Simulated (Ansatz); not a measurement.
Formation energy of the localised charge states of Ni on the Si site + C vacancy in 4H silicon carbide (start: the Si(k) site; C(k) 1.90 Å away, along c; 96-site cell, 2×2×2 shifted sampling) against the Fermi level, C-rich (Δμ(C) = 0.00 eV, Δμ(Si) = -0.41 eV, Δμ(Ni) = -0.62 eV, bounded by SiNi2 (Pnma); only phases computed here count, gases as isolated molecules at 0 K). The numbers are results of PBE, PAW (plane waves to 420 eV; Ansatz, a first-principles code), not measurements.

Charges with a result: +2, +1, 0, −1. Others weren't obtained, and one of them could lie lower, also by skipping a charge.

Set-up: 96-site cell; 2×2×2 shifted k-points; host gap 2.23 eV; charged states image-corrected; no Hubbard U; energies good to tenths of an eV; flagged in the runs: a host whose relaxation on this sampling wasn't shown to rest.

Left out: charge +2 (level within 0.1 eV of a band edge or past it).

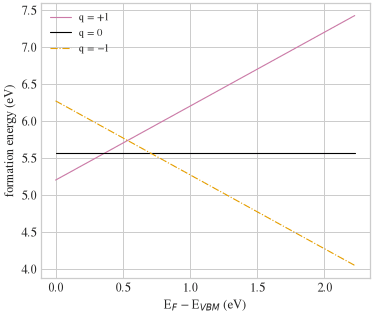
Figure: Formation energy of each charge state against the Fermi level

Crossings of the lowest lines: (+1/0) at 0.36 eV; (0/−1) at 0.71 eV. At the valence-band maximum: q = +1: 5.20 eV; q = 0: 5.56 eV; q = −1: 6.27 eV.
